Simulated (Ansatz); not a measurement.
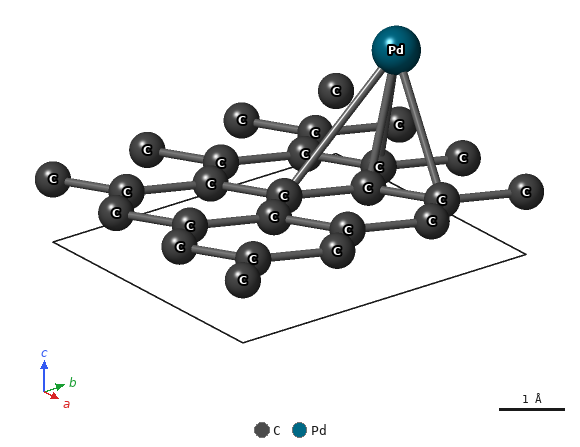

A slab of composition PdC18, before the relaxation. Style: ball-and-stick. Shown: the cell of the calculation, outlined in the plane, without the vacuum, slightly off an axis.

It is Pd on graphene monolayer, set down by a guess. The run prepares an end point of a later path (adatom hop) calculation, from a guessed geometry.

These are results of DFT PBE, scalar-relativistic, plane waves, PAW (Ansatz), not measurements.

Input file:
```yaml
crystal:
  lattice:
    - [7.398, 0.0, 0.0]
    - [-3.699, 6.406856, 0.0]
    - [0.0, 0.0, 13.0]
  atoms:
    - { symbol: C, position: [0.0, 0.0, 0.07692308] }
    - { symbol: C, position: [0.22222222, 0.11111111, 0.07692308] }
    - { symbol: C, position: [0.0, 0.33333333, 0.07692308] }
    - { symbol: C, position: [0.22222222, 0.44444444, 0.07692308] }
    - { symbol: C, position: [0.0, 0.66666666, 0.07692308] }
    - { symbol: C, position: [0.22222222, 0.77777777, 0.07692308] }
    - { symbol: C, position: [0.33333333, 0.0, 0.07692308] }
    - { symbol: C, position: [0.55555556, 0.11111111, 0.07692308] }
    - { symbol: C, position: [0.33333333, 0.33333333, 0.07692308] }
    - { symbol: C, position: [0.55555555, 0.44444444, 0.07692308] }
    - { symbol: C, position: [0.33333333, 0.66666666, 0.07692308] }
    - { symbol: C, position: [0.55555555, 0.77777777, 0.07692308] }
    - { symbol: C, position: [0.66666667, 0.0, 0.07692308] }
    - { symbol: C, position: [0.88888889, 0.11111111, 0.07692308] }
    - { symbol: C, position: [0.66666667, 0.33333333, 0.07692308] }
    - { symbol: C, position: [0.88888889, 0.44444444, 0.07692308] }
    - { symbol: C, position: [0.66666666, 0.66666666, 0.07692308] }
    - { symbol: C, position: [0.88888889, 0.77777777, 0.07692308] }
    - { symbol: Pd, position: [0.7037037, 0.74074073, 0.24230769] }
basis:
  ecutwfc: 420.0
kpoints:
  mp_grid: { grid: [2, 2, 1] }
hamiltonian:
  xc: pbe
scf:
  occupations: { method: fermi_dirac, width: 0.05 }
  lower_state_search: "off"
relax:
  f_tol: 0.03
  max_steps: 60
  adjacent_minimum: "off"
output:
  write_density: true
  write_potential: true
  elf: true
  volumetric_format: npy
```

Command:
```bash
ansatz run input.yaml --threads 1 --pin off --max-ram 3072MiB --backend cpu --events-out ev --progress --plain --runs-dir out
```

Where does the relaxation end?

Answer. The atom that moves furthest relative to the layer's centre is Pd19 (0.12 Å within the plane). Largest moves by element: Pd 0.12 Å, C 0.08 Å. The lattice vectors keep their values. Among the contacts that change: C17–Pd19 2.202 → 2.095 Å, C10–Pd19 2.868 → 2.799 Å, C12–Pd19 2.490 → 2.447 Å, C10–C17 1.424 → 1.439 Å. Among the angles between lasting bonds that change: C13–C12–Pd19 95.5° → 101.0°, C17–C12–Pd19 61.5° → 58.6°. The energy falls by 92.7 meV per cell of the calculation in 6 accepted moves (7 points after the start). The largest force component goes from 0.73 to 0.019 eV/Å. The line search rejected the trial step at point 3 of the run.

History of the run:

```json
{"step": "0", "E − E(0), meV/atom": "0.00", "largest force component, eV/Å": "0.7334", "note": ""}
{"step": "1", "E − E(0), meV/atom": "-3.69", "largest force component, eV/Å": "0.4078", "note": ""}
{"step": "2", "E − E(0), meV/atom": "-4.59", "largest force component, eV/Å": "0.2911", "note": ""}
{"step": "3", "E − E(0), meV/atom": "-4.27", "largest force component, eV/Å": "0.3341", "note": "rejected"}
{"step": "4", "E − E(0), meV/atom": "-4.72", "largest force component, eV/Å": "0.2201", "note": ""}
{"step": "5", "E − E(0), meV/atom": "-4.86", "largest force component, eV/Å": "0.0572", "note": ""}
{"step": "6", "E − E(0), meV/atom": "-4.86", "largest force component, eV/Å": "0.0781", "note": ""}
{"step": "7", "E − E(0), meV/atom": "-4.88", "largest force component, eV/Å": "0.0189", "note": ""}
```

Final geometry:

```
C Pd
1.0
     7.39800    0.00000    0.00000
    -3.69900    6.40686    0.00000
     0.00000    0.00000   13.00000
C Pd
18 1
Direct
  0.00138 0.00275 0.07660
  0.22251 0.11174 0.07517
  0.00083 0.33499 0.07327
  0.22256 0.44516 0.07498
  0.00152 0.66783 0.07804
  0.22246 0.77825 0.07710
  0.33402 0.00137 0.07635
  0.55590 0.11174 0.07517
  0.33366 0.33437 0.07468
  0.55452 0.44238 0.07692
  0.33297 0.66783 0.07804
  0.55489 0.77941 0.08254
  0.66803 0.00275 0.07660
  0.88950 0.11234 0.07365
  0.66738 0.33437 0.07468
  0.88927 0.44516 0.07498
  0.66664 0.66661 0.08341
  0.89119 0.77941 0.08254
  0.69447 0.72227 0.24220
```

The end point in the same view:

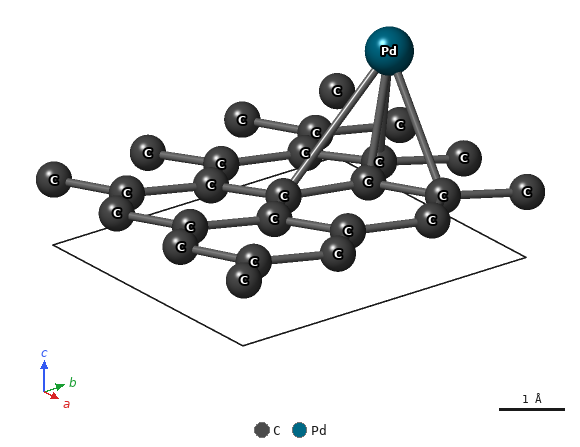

Limits of the set-up: the periodic images lie only 7.4 Å apart, so the values are limited by the cell's size.
